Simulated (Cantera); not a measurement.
Charge: 1 mol BN, 0.12 mol O2, 7.5 mol N2, 31 mol Cl2, at 0.000160 bar.

These are equilibrium values from Cantera (NASA tables, ideal gas, pure condensed phases), not measurements of a reactor. Candidate condensed phases: B, BN, B2O3; 25 gas species. The tables' values for BOCl, BCl2 are old estimates; treat these amounts as uncertain. Equilibrium is a limit: real reactors are often held back by kinetics, nucleation or transport.

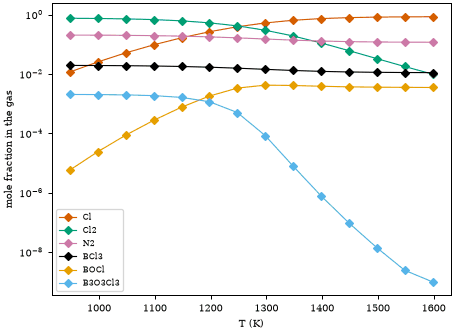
*Equilibrium gas composition (values under 1e-9 drawn at 1e-9)*

Q: Read off the mole fractions at 948 K.

A: Cl2 about 0.76, N2 about 0.21, BCl3 about 0.020, Cl about 0.012, B3O3Cl3 about 0.0021, BOCl about 5.9e-6.
